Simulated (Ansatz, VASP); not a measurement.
# Cross-check of CsPbBr3 between VASP and Ansatz

Wanted: the spread between two codes on one cell, functional and k mesh. The cell is taken from a series of runs on this material, whose earlier steps may have relaxed or scaled it; both programs get it as it stands.

Program: Ansatz 0.2.0. Level of theory: plane waves, with VASP 6.6.1 beside it; single point at r2SCAN and single point at PBEsol. Results are calculated unless marked as measured.

**1. Starting point**

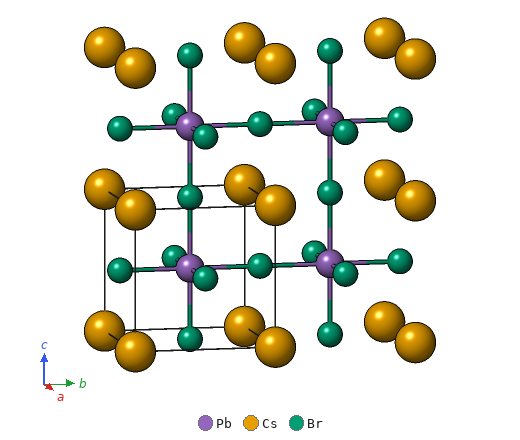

Start, viewed slightly off an axis; lead purple, caesium orange, bromine teal. 1×2×2 cells are drawn. Some periodic images of atoms are drawn too.

**2. VASP: single point, r2SCAN**

With cell and atoms fixed, the geometry can't cause a difference; cores, projectors, grids and the points listed under the comparison can.

Lines of VASP's logs that name or quote its potential files are left out, and so is its time.

INCAR reads:

```
SYSTEM = CsPbBr3
PREC = Accurate
ENCUT = 520
EDIFF = 1E-06
NELM = 100
ISMEAR = 0
SIGMA = 0.03
LREAL = .FALSE.
ALGO = Normal
METAGGA = R2SCAN
LASPH = .TRUE.
NBANDS = 29
LORBIT = 11
LWAVE = .FALSE.
LCHARG = .FALSE.
KPAR = 2
ISIF = 2
```

POSCAR reads:

```
CsPbBr3
1.0
    5.9145754200      0.0000000000      0.0000000000
    0.0000000000      5.9145754200      0.0000000000
    0.0000000000      0.0000000000      5.9145754200
Pb Cs Br
1 1 3
Direct
    0.5000000000      0.5000000000      0.5000000000
    0.0000000000      0.0000000000      0.0000000000
    0.5000000000      0.5000000000      0.0000000000
    0.5000000000      0.0000000000      0.5000000000
    0.0000000000      0.5000000000      0.5000000000
```

KPOINTS reads:

```
Automatic mesh
0
Gamma
4 4 4
0 0 0
```

The projector-augmented-wave data sets are Pb_d_GW, Cs_sv_GW and Br_GW (PBE family, release 64).

Started as:

```sh
> mpirun -np 2 vasp_std
```

Numbers of over 12 decimals in the logs are rounded to 6 here.

What it wrote:

```text
[banner, memory and clock lines left out]
running    2 mpi-ranks, on    1 nodes
 distrk:  each k-point on    1 cores,    2 groups
 distr:  one band on    1 cores,    1 groups

 POSCAR found type information on POSCAR PbCsBr
 POSCAR found :  3 types and       5 ions
|                                                                             |
|               ----> ADVICE to this user running VASP <----                  |
|                                                                             |
|     You enforced a specific xc type in the INCAR file but a different       |
|     [... a line on the potential file left out ...]
|     I HOPE YOU KNOW WHAT YOU ARE DOING!                                     |
|                                                                             |

 LDA part: xc-table for (None), standard interpolation
 POSCAR, INCAR and KPOINTS ok, starting setup
 FFT: planning ... GRIDC
 FFT: planning ... GRID_SOFT
 FFT: planning ... GRID
 WAVECAR not read
 entering main loop
       N       E                     dE             d eps       ncg     rms          rms(c)
DAV:   1     0.290010072243E+03    0.29001E+03   -0.21831E+04   886   0.158E+03
DAV:   2    -0.954113316476E+02   -0.38542E+03   -0.37263E+03   955   0.431E+02
DAV:   3    -0.138906339373E+03   -0.43495E+02   -0.43168E+02   968   0.130E+02
DAV:   4    -0.140382277772E+03   -0.14759E+01   -0.14686E+01   729   0.266E+01
DAV:   5    -0.140501659689E+03   -0.11938E+00   -0.11933E+00  1065   0.113E+01    0.327E+00
DAV:   6    -0.129991611241E+03    0.10510E+02   -0.33024E+00   732   0.437E+01    0.264E+00
DAV:   7    -0.129881507865E+03    0.11010E+00   -0.11058E+00   889   0.769E+00    0.119E+00
DAV:   8    -0.129900032303E+03   -0.18524E-01   -0.48106E-02   722   0.206E+00    0.699E-01
DAV:   9    -0.129913083070E+03   -0.13051E-01   -0.35854E-02   691   0.184E+00    0.128E-01
DAV:  10    -0.129913226696E+03   -0.14363E-03   -0.28918E-03   793   0.670E-01    0.103E-01
DAV:  11    -0.129913526209E+03   -0.29951E-03   -0.52405E-04   694   0.239E-01    0.810E-02
DAV:  12    -0.129913516770E+03    0.94392E-05   -0.17239E-04   828   0.211E-01    0.269E-02
DAV:  13    -0.129913526836E+03   -0.10066E-04   -0.14413E-05   834   0.367E-02    0.933E-03
DAV:  14    -0.129913520464E+03    0.63717E-05   -0.11413E-05   815   0.415E-02    0.472E-03
DAV:  15    -0.129913520023E+03    0.44073E-06   -0.62162E-07   426   0.686E-03
   1 F= -.12991352E+03 E0= -.12991352E+03  d E =-.357062E-32
```

From OUTCAR (step 2):

```text
ion  position               nearest neighbor table
   1  0.500  0.500  0.500-   3 2.96   4 2.96   5 2.96   3 2.96   4 2.96   5 2.96
   2  0.000  0.000  0.000-
   3  0.500  0.500  0.000-   1 2.96   1 2.96
   4  0.500  0.000  0.500-   1 2.96   1 2.96
   5  0.000  0.500  0.500-   1 2.96   1 2.96

  LATTYP: Found a simple cubic cell.
 ALAT       =     5.9145754200

 Subroutine GETGRP returns: Found 48 space group operations
 (whereof 48 operations were pure point group operations)

The static configuration has the point symmetry O_h .

 Found     10 irreducible k-points:

   k-points           NKPTS =     10   k-points in BZ     NKDIM =     10   number of bands    NBANDS=     29

   dimension x,y,z NGX =    48 NGY =   48 NGZ =   48
   dimension x,y,z NGXF=    96 NGYF=   96 NGZF=   96

   ENCUT  =  520.0 eV  38.22 Ry    6.18 a.u.  11.00 11.00 11.00*2*pi/ulx,y,z

   NELECT =      46.0000    total number of electrons

 k-points in reciprocal lattice and weights: Automatic mesh
   0.00000000  0.00000000  0.00000000       0.016
   0.25000000  0.00000000  0.00000000       0.094
   0.50000000  0.00000000  0.00000000       0.047
   0.25000000  0.25000000  0.00000000       0.188
   0.50000000  0.25000000  0.00000000       0.188
   0.50000000  0.50000000  0.00000000       0.047
   0.25000000  0.25000000  0.25000000       0.125
   0.50000000  0.25000000  0.25000000       0.188
   0.50000000  0.50000000  0.25000000       0.094
   0.50000000  0.50000000  0.50000000       0.016

 average (electrostatic) potential at core
       1 -60.7123       2 -77.7164       3 -69.1112       4 -69.1112       5 -69.1112

 E-fermi :   0.8420

 k-point     1 :       0.0000    0.0000    0.0000
  band No.  band energies     occupation
    ...
     19      -1.5753      2.00000
     20      -1.5753      2.00000
     21      -1.4650      2.00000
     22      -1.4650      2.00000
     23      -1.4650      2.00000
     24       4.1892      0.00000
     25       5.2075      0.00000
     26       5.2075      0.00000
     27       6.0362      0.00000
     28       6.0362      0.00000
    ...

 k-point     2 :       0.2500    0.0000    0.0000
  band No.  band energies     occupation
    ...
     19      -1.6383      2.00000
     20      -1.6356      2.00000
     21      -1.5202      2.00000
     22      -1.5202      2.00000
     23      -1.4268      2.00000
     24       4.7341      0.00000
     25       5.3197      0.00000
     26       5.5930      0.00000
     27       5.6480      0.00000
     28       6.2460      0.00000
    ...

 k-point     3 :       0.5000    0.0000    0.0000
  band No.  band energies     occupation
    ...
     19      -1.7146      2.00000
     20      -1.6935      2.00000
     21      -1.5638      2.00000
     22      -1.5638      2.00000
     23      -0.8488      2.00000
     24       3.5918      0.00000
     25       5.6084      0.00000
     26       6.1711      0.00000
     27       6.2179      0.00000
     28       6.3378      0.00000
    ...

  Total        0.3724237      0.3724237      0.3724237      0.0000000     -0.0000000      0.0000000
  in kB        2.8838801      2.8838801      2.8838801      0.0000000     -0.0000000      0.0000000
  external PRESSURE =       2.8838801 kB  Pullay stress =       0.0000000 kB

  energy-cutoff  :      520.00
  volume of cell :      206.90
      direct lattice vectors                 reciprocal lattice vectors
     5.914575420  0.000000000  0.000000000     0.169073844  0.000000000  0.000000000
     0.000000000  5.914575420  0.000000000     0.000000000  0.169073844  0.000000000
     0.000000000  0.000000000  5.914575420     0.000000000  0.000000000  0.169073844

 POSITION                                       TOTAL-FORCE (eV/Angst)
 -----------------------------------------------------------------------------------
      2.95729      2.95729      2.95729         0.000000      0.000000      0.000000
      0.00000      0.00000      0.00000         0.000000      0.000000      0.000000
      2.95729      2.95729      0.00000         0.000000      0.000000      0.000000
      2.95729      0.00000      2.95729         0.000000      0.000000      0.000000
      0.00000      2.95729      2.95729         0.000000      0.000000      0.000000
 -----------------------------------------------------------------------------------
    total drift:                                0.000000     -0.000000     -0.000000

  FREE ENERGIE OF THE ION-ELECTRON SYSTEM (eV)
  ---------------------------------------------------
  free  energy   TOTEN  =      -129.9135200234 eV

  energy  without entropy=     -129.9135200234  energy(sigma->0) =     -129.91352002

 total charge
# of ion       s       p       d       f       tot
--------------------------------------------------
    1        3.552   0.424   9.860   0.021  13.857
    2        2.203   5.300   0.014   0.002   7.519
    3        1.583   3.257   0.007   0.000   4.847
    4        1.583   3.257   0.007   0.000   4.847
    5        1.583   3.257   0.007   0.000   4.847
--------------------------------------------------
tot         10.503  15.495   9.895   0.023  35.916

[... 3 further parts left out ...]
```

The run ends at a pressure of 0.29 GPa.

**3. Ansatz: single point, r2SCAN**

Ansatz runs on its default PAW (the set named soft_2) files.

The same cell, functional, mesh and smearing now go to Ansatz, which takes its cutoff from its data sets.

input.yaml reads:

```yaml
crystal:
  lattice:
    - [5.91457542, 0.0, 0.0]
    - [0.0, 5.91457542, 0.0]
    - [0.0, 0.0, 5.91457542]
  atoms:
    - { symbol: Pb, position: [0.5, 0.5, 0.5] }
    - { symbol: Cs, position: [0.0, 0.0, 0.0] }
    - { symbol: Br, position: [0.5, 0.5, 0.0] }
    - { symbol: Br, position: [0.5, 0.0, 0.5] }
    - { symbol: Br, position: [0.0, 0.5, 0.5] }
hamiltonian:
  xc: r2scan
  pseudopotentials: { kind: paw }
kpoints:
  mp_grid: { grid: [4, 4, 4] }
scf:
  occupations: { method: gaussian, width: 0.03 }
  n_extra_bands: 5
output:
  forces: true
  stress: true
  eigenvalues: true
```

Started as:

```sh
> ansatz run input.yaml --threads 2 --pin off --max-ram 4608MiB --backend cpu --events-out ev --progress --plain --runs-dir out
```

What it wrote:

```text
scf.n_extra_bands = 5 over 22 filled bands (N_el = 44.0): the run solves 27 bands
Engine: ansatz 0.2.0, aarch64-unknown-linux-gnu
Pseudopotentials: kind: paw
Pseudopotential: Pb, paw, valence charge 14, recommended cutoff 500 eV (meta_gga), Pb.paw.azcp
Pseudopotential: Cs, paw, valence charge 9, recommended cutoff 500 eV (meta_gga), Cs.paw.azcp
Pseudopotential: Br, paw, valence charge 7, recommended cutoff 500 eV (meta_gga), Br.paw.azcp
Functional definition: r2SCAN
  parameter k0 = 0.174
  parameter k1 = 0.065
  parameter a1 = 4.9479
  exchange = r2scan_x(k0 = k0, k1 = k1, a1 = a1)
  correlation = r2scan_c
Crystal: 5 atoms, lattice volume = 206.905 Å³
Basis set: ecut = 500 eV, 5257 PW (Γ), exchange–correlation on 180×180×180 points (64 copies of the dense FFT grid, shifted against one another)
Bands: 27, of which v1, the nominal top of the filled ones, is band 22 counted from 1 (21 counted from 0)
Symmetry: 48 space group operations
Space group: Pm-3m (ITA 221), of the structure as read, at distance tolerance 5.9e-5 Å
k-points: 10 of 64
Non-local potential: Pb, projectors of the file, l = 0: 2, l = 1: 2, l = 2: 2, l = 3: 2
Non-local potential: Cs, projectors of the file, l = 0: 3, l = 1: 2, l = 2: 2, l = 3: 2
Non-local potential: Br, projectors of the file, l = 0: 2, l = 1: 2, l = 2: 2
PAW form: soft (Blöchl's): semilocal exchange-correlation on the pseudo side does not see the compensation charge
PAW frozen core: Pb, regenerated for the run's functional (the file was generated under x = pbe(κ = 0.804, μ = 0.219515), c = pbe(β = 0.066725))
PAW frozen core: Cs, regenerated for the run's functional (the file was generated under x = pbe(κ = 0.804, μ = 0.219515), c = pbe(β = 0.066725))
PAW frozen core: Br, regenerated for the run's functional (the file was generated under x = pbe(κ = 0.804, μ = 0.219515), c = pbe(β = 0.066725))
PAW one-centre angular grid: Pb, 590 points (default); XC on 160 Gauss nodes
PAW one-centre angular grid: Cs, 302 points (default); XC on 160 Gauss nodes
PAW one-centre angular grid: Br, 302 points (default); XC on 160 Gauss nodes
Initial density: superposition of atomic densities (neutral atoms: chi_scale 0, normalization atom), corrected by the library's trained network
Initial wavefunctions: pseudopotential atomic-orbital guess
Functional: x = r2scan, c = r2scan; τ floored in thin density (d = 2e-4 eV/Å³)
SCF iter   1: F=—  HF=-25992.718852 eV  |F-HF|=—  |Δ(HF+E_count)|=         —  Δρ=3.51e-3  dr2=2.95e-2  dr2_τ=8.68e-3  ethr=1.77e-3  ⟨swp⟩=8.8  Hψ=1517  notcnv=0
preconditioner: auto → Resta (q_TF=auto, 2.108 Å⁻¹)  ε∞=3.2  [insulator: Δε(μ)=2.000 eV  Ē_g=8.942 eV  σ=0.030 eV  W_gap=1.00  n_scr=26 (ndim 8)  ℏωp=13.2 eV  f_vac=0.055  D(μ)=0.00/eV (n_scr^D=0)  ε∞_Penn≈3.2]
SCF iter   2: F=—  HF=-25992.733492 eV  |F-HF|=—  |Δ(HF+E_count)|=   1.46e-2  Δρ=1.55e-3  dr2=7.16e-3  dr2_τ=2.12e-4  ethr=6.70e-5  ⟨swp⟩=2.9  Hψ=629  notcnv=0  defer=10
SCF iter   3: F=—  HF=-25992.732320 eV  |F-HF|=—  |Δ(HF+E_count)|=   1.17e-3  Δρ=3.21e-4  dr2=2.00e-4  dr2_τ=2.64e-5  ethr=1.63e-5  ⟨swp⟩=3.0  Hψ=507  notcnv=0  defer=10
SCF iter   4: F=—  HF=-25992.732380 eV  |F-HF|=—  |Δ(HF+E_count)|=   6.04e-5  Δρ=8.82e-5  dr2=1.93e-5  dr2_τ=1.25e-6  ethr=4.55e-7  ⟨swp⟩=2.3  Hψ=472  notcnv=0  defer=10
SCF iter   5: F=—  HF=-25992.732359 eV  |F-HF|=—  |Δ(HF+E_count)|=   2.11e-5  Δρ=1.77e-5  dr2=6.90e-7  dr2_τ=3.18e-8  ethr=4.39e-8  ⟨swp⟩=2.2  Hψ=419  notcnv=0  defer=10
SCF iter   6: F=-25992.732360 eV  HF=-25992.732360 eV  |F-HF|=1.95e-8  |Δ(HF+E_count)|=   8.28e-7  Δρ=3.32e-6  dr2=2.47e-8  dr2_τ=1.35e-9  ethr=2.27e-10  ⟨swp⟩=11.7  Hψ=1521  notcnv=0
SCF 1 converged in 6 iterations: F = -25992.732360 eV  dr2 = 2.47e-8
  greatest PAW one-centre occupation: 0.981 electrons in one spin orbital (limit 2), on the Pb atom at site 0 (counted from 0), in its partial waves of l = 2
SCF converged after 6 iterations
Free energy (F): -25992.732360 eV
Harris-Foulkes:  -25992.732360 eV  (|F-HF|=1.95e-8)
Internal energy: -25992.732360 eV  (E = F + TS)
E sigma→0 (E₀):  -25992.732360 eV
Fermi energy:    4.279411 eV
--- Per-component energies (eV) ---
  E_band       = -274.389983
  E_kinetic    = 830.558996
  E_local      = -2686.335565  (includes V_loc(G=0)·N_el)
  E_nonlocal   = 589.868894
  E_hartree    = 987.110615
  E_xc         = -1124.779168
  E_vxc        = -628.775181  (∫ρ·V_xc dr)
  E_paw        = -22334.079911  (= ΣΔE_a)
  E_vpaw       = -389.026056  (= ΣTr[D̂ρ^β])
  E_aug_tail   = 0.000018  (compensation charges beyond the density's cutoff)
  E_vtau       = 35.098342  (kinetic-family band-sum trace: ∫τ·v_τ [+ j·A + Jᵃ·Aᵃ] dr)
  E_ewald      = -2255.617039
  E_core_change = 0.540800  (= ΣΔE_core)
  E_smearing   = -0.000000  (= −TS)
  E_closure    = -0.000000  (closes the sum)
  Σ components = -25992.732360   (vs F -25992.732360, Δ=0.00e0)
--- Forces (eV/Å), atoms counted from 1 ---
  atom   1  Pb     0.00000000    -0.00000000    -0.00000000
  atom   2  Cs    -0.00000000     0.00000000     0.00000000
  atom   3  Br     0.00000000    -0.00000000     0.00000000
  atom   4  Br    -0.00000000     0.00000000     0.00000000
  atom   5  Br     0.00000000     0.00000000    -0.00000000
  max |Σ_I F_I| component: 6.72e-29 eV/Å
--- Stress (GPa, compression-positive) ---
        0.335135       0.000000       0.000000
        0.000000       0.335135       0.000000
       -0.000000       0.000000       0.335135
  P = ⅓ Tr σ = 0.3351 GPa (3.351 kbar)
--- Band table (eV; the first three rows and the last of 10) ---
  k-point 0: bands = [... 18 lower, 1.0975, 1.2088, 1.2088, 1.2088, 6.8676, 7.8781, 7.8781, 8.7033, ... 1 higher]
  k-point 1: bands = [... 18 lower, 1.0371, 1.1533, 1.1533, 1.2486, 7.4142, 8.0000, 8.2641, 8.3188, ... 1 higher]
  k-point 2: bands = [... 18 lower, 0.9791, 1.1096, 1.1096, 1.8310, 6.2713, 8.2845, 8.8497, 8.8888, ... 1 higher]
  k-point 9: bands = [... 18 lower, 1.5757, 1.5757, 1.5757, 3.2867, 5.2727, 5.2727, 5.2727, 8.4388, ... 1 higher]
```

The run ends at a pressure of 0.34 GPa.

**4. Side by side**

Known differences besides the PAW data sets themselves: VASP keeps PBE cores, Ansatz makes them for the functional; the data sets hold 44 valence electrons in Ansatz (default PAW (the set named soft_2) files) and 46 in VASP; the cutoff is 500 eV in Ansatz and 520 eV in VASP. Total energies have different zeros and are not compared.

Both answers:

| quantity | Ansatz | VASP | difference |
| --- | --- | --- | --- |
| pressure (GPa) | 0.34 | 0.29 | +0.05 |
| gap on the k mesh (eV) | 1.986 | 1.997 | -0.011 |

Ansatz's pressure holds a Pulay correction of 0.01 GPa; VASP's holds none.

(Continued in part 2 of 2.)

[Lines on the potential files, build, host, timing and source positions are cut from VASP's logs without a mark.]

[Logs are printed without paths, hosts, clocks, repeated set-up lines and the standing remarks that a program may print on its own settings, such as how far it seeks lower states.]

[Hosts, paths, dates, database ids (printed as entryN), source tags and the programs' standing remarks are cut or masked in the printed files.]
